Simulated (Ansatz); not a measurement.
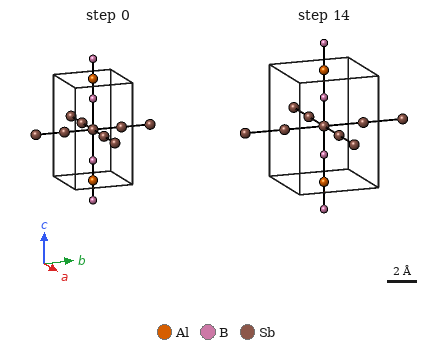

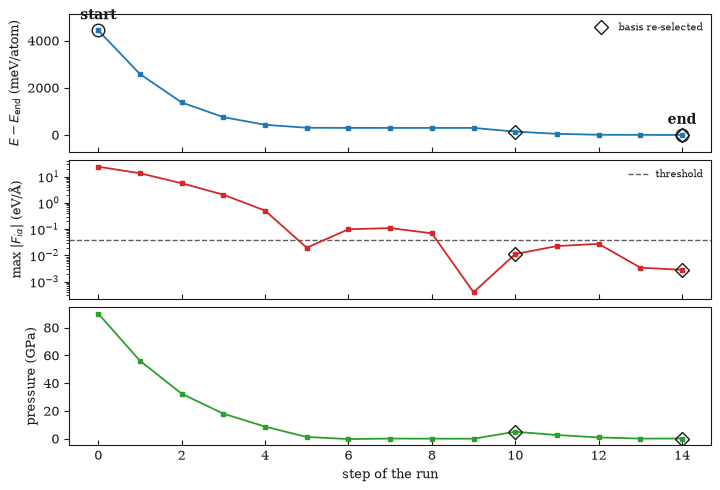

First and last geometry of a relaxation of crystalline AlB$_{2}$Sb$_{3}$ (a generated structure, set up in P4/mmm) (coarse preliminary run), with the history of the run. A ball-and-stick model of the cell of the calculation, seen slightly off an axis.

Method: DFT PBE, scalar-relativistic, plane waves, PAW (Ansatz 0.2.0).

Input
```yaml
crystal:
  lattice:
    - [4.29673189, 0.0, 0.0]
    - [0.0, 4.29673189, 0.0]
    - [0.0, 0.0, 7.34843893]
  atoms:
    - { symbol: Al, position: [0.5, 0.5, 0.0] }
    - { symbol: B, position: [0.5, 0.5, 0.80407099] }
    - { symbol: B, position: [0.5, 0.5, 0.19592901] }
    - { symbol: Sb, position: [0.5, 0.5, 0.5] }
    - { symbol: Sb, position: [0.5, 0.0, 0.5] }
    - { symbol: Sb, position: [0.0, 0.5, 0.5] }
basis:
  ecutwfc: 420
kpoints:
  mp_grid: { grid: [4, 4, 4] }
hamiltonian:
  xc: pbe
scf:
  occupations: { method: gaussian, width: 0.1 }
  lower_state_search: "off"
output:
  forces: true
  stress: true
  eigenvalues: true
relax:
  adjacent_minimum: "off"
  f_tol: 0.04
  max_steps: 70
  cell: { stress_tol: 0.4 }
```

Launched with:
```bash
ansatz run input.yaml --threads 1 --pin off --max-ram 2560MiB --backend cpu --events-out ev --progress --plain --runs-dir out
```

Read the history and describe the run.

Answer. It converged. The energy falls by 4440 meV per atom in 12 accepted moves (14 points after the start). Largest force component: 24 eV/Å at the start, 0.0028 eV/Å at the end. The pressure goes from 90.23 to 0.12 GPa. The SCF was repeated twice at an unchanged geometry on a basis and grid sized afresh for the cell, which shifted the energy by 156 meV per atom at most. The largest moves relative to the cell, 0.39 Å, are those of B2 and B3. B2 goes along −c. Sb and Al stay in place. The volume changes by +109.1 %, with a = b 4.297 → 5.925 Å (+37.9 %), c 7.348 → 8.080 Å (+10.0 %). Near-neighbour distances that change, for instance: Sb4–Sb5 2.148 → 2.962 Å, Al1–B2 1.440 → 1.972 Å, B2–Sb4 2.234 → 2.068 Å. The space group stays P4/mmm (No. 123). Cost: 110 s on 1 thread of Arm Neoverse V2, with other jobs on the host, peak memory 0.51 GiB.
